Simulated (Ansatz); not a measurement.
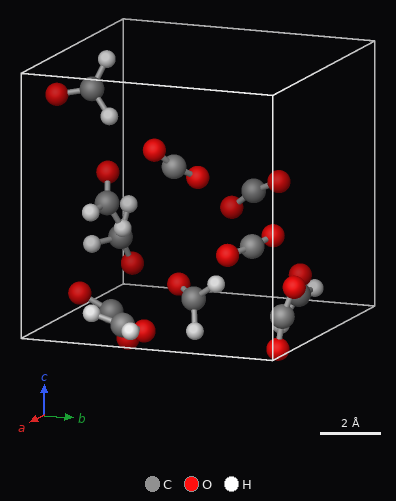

Starting frame of a dynamics run of a periodic cell with 5 CO2 + 6 H2CO at 0.868 g/cm³. It starts from the last geometry of an earlier run, with fresh velocities. The picture is a ball-and-stick view of the simulation cell, seen slightly off an axis.

Level of theory: DFT PBE-D3(BJ), scalar-relativistic, plane waves, PAW (Ansatz 0.2.0).

Input file:
```yaml
crystal:
  lattice:
    - [9.148165, 0.0, 0.0]
    - [0.0, 9.148165, 0.0]
    - [0.0, 0.0, 9.148165]
  atoms:
    - { symbol: C, position: [0.67551084, 0.47355951, 0.61762712] }
    - { symbol: O, position: [0.76714049, 0.43253281, 0.6955179] }
    - { symbol: O, position: [0.5680433, 0.52436173, 0.55957081] }
    - { symbol: C, position: [0.84422056, 0.97258956, 0.12890754] }
    - { symbol: O, position: [0.84322852, 1.0192978, 0.24276293] }
    - { symbol: O, position: [0.83929942, 0.95299545, 0.00279828] }
    - { symbol: C, position: [0.5034461, 0.15424308, 1.00972952] }
    - { symbol: O, position: [0.54520534, 0.04621395, 1.07850752] }
    - { symbol: O, position: [0.44697159, 0.19804539, 0.90068714] }
    - { symbol: C, position: [0.6426906, 0.77060646, 0.3347517] }
    - { symbol: O, position: [0.76446364, 0.72255265, 0.32238539] }
    - { symbol: O, position: [0.52574185, 0.80667312, 0.35444026] }
    - { symbol: C, position: [0.05986478, 0.54047086, 0.40572257] }
    - { symbol: O, position: [0.03021389, 0.44127773, 0.32919956] }
    - { symbol: O, position: [0.09393094, 0.65447433, 0.45715089] }
    - { symbol: O, position: [0.1323619, 0.08785557, 0.10985281] }
    - { symbol: C, position: [0.19389414, 0.0655064, 0.22036412] }
    - { symbol: H, position: [0.15219835, 0.0813759, 0.33635338] }
    - { symbol: H, position: [0.29524294, -0.00670811, 0.20816734] }
    - { symbol: O, position: [0.34396106, 0.07606842, 0.49588246] }
    - { symbol: C, position: [0.42553566, 0.10604148, 0.39901982] }
    - { symbol: H, position: [0.52910543, 0.08308159, 0.38215419] }
    - { symbol: H, position: [0.37247533, 0.14650295, 0.29653561] }
    - { symbol: O, position: [0.83683905, 0.41988592, 1.0269439] }
    - { symbol: C, position: [0.96408925, 0.38661523, 1.07268931] }
    - { symbol: H, position: [1.06034293, 0.45618205, 1.07458005] }
    - { symbol: H, position: [0.97732746, 0.26853219, 1.10965422] }
    - { symbol: O, position: [0.35188896, 0.87704204, 0.77458179] }
    - { symbol: C, position: [0.31663535, 1.00188999, 0.79823142] }
    - { symbol: H, position: [0.26619881, 1.04032443, 0.90346661] }
    - { symbol: H, position: [0.34834715, 1.0837855, 0.70785665] }
    - { symbol: O, position: [0.47905927, 0.41261696, 0.12931502] }
    - { symbol: C, position: [0.569377, 0.5086711, 0.1009625] }
    - { symbol: H, position: [0.62238005, 0.53502252, -0.00824447] }
    - { symbol: H, position: [0.60209074, 0.61115994, 0.17091377] }
    - { symbol: O, position: [0.07718425, 0.73284517, 1.1080221] }
    - { symbol: C, position: [-0.00418406, 0.69300822, 1.01400373] }
    - { symbol: H, position: [-0.12133131, 0.70938573, 1.01586517] }
    - { symbol: H, position: [0.03940025, 0.64037736, 0.90388435] }
basis:
  ecutwfc: 420.0
kpoints:
  mp_grid: { grid: [1, 1, 1] }
hamiltonian:
  xc: pbe
  dispersion: d3bj
scf:
  occupations: { method: fermi_dirac, width: 0.05 }
  lower_state_search: "off"
md:
  timestep: 0.5
  n_steps: 190
  ensemble: nvt_langevin
  temperature: 1500.0
  initial_velocities: maxwell_boltzmann
  seed: 153730
  friction: 0.02
```

Run as
```bash
ansatz run input.yaml --threads 1 --pin off --max-ram 3072MiB --backend cpu --events-out ev --progress --plain --runs-dir out
```

**Predict how the run goes.**

Over the second half the temperature averages 1565 K (spread ±132 K). The potential energy is still drifting at the end, so the run hasn't reached equilibrium. The potential energy in the second half lies on average 21.7 meV per atom above the first frame. In the second half of the run the atoms are, in the root-mean-square, this far from where they began (common drift taken out): H 1.43 Å, O 0.79 Å, C 0.69 Å. The heavy atoms stay within a fraction of a molecule's size of their starting places, while the hydrogen atoms travel further, as molecules turn; so short a run doesn't tell a liquid from a solid.

Along the run (each row but the first and the last is the mean over the interval that it begins):

```json
{"time (fs)": "0.0", "potential energy (meV/atom)": "0.0", "T (K)": "1462"}
{"time (fs)": "11.5", "potential energy (meV/atom)": "29.0", "T (K)": "1401"}
{"time (fs)": "23.0", "potential energy (meV/atom)": "6.8", "T (K)": "1659"}
{"time (fs)": "34.5", "potential energy (meV/atom)": "18.8", "T (K)": "1601"}
{"time (fs)": "46.0", "potential energy (meV/atom)": "16.2", "T (K)": "1587"}
{"time (fs)": "57.5", "potential energy (meV/atom)": "7.7", "T (K)": "1655"}
{"time (fs)": "69.0", "potential energy (meV/atom)": "26.2", "T (K)": "1552"}
{"time (fs)": "80.5", "potential energy (meV/atom)": "33.3", "T (K)": "1472"}
{"time (fs)": "92.0", "potential energy (meV/atom)": "35.0", "T (K)": "1430"}
```

The paths of the atoms:

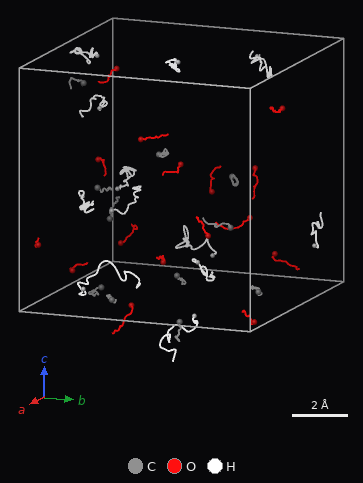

Cost: 30 min on 1 thread of Arm Neoverse N1, on a shared host, peak memory 0.65 GiB.
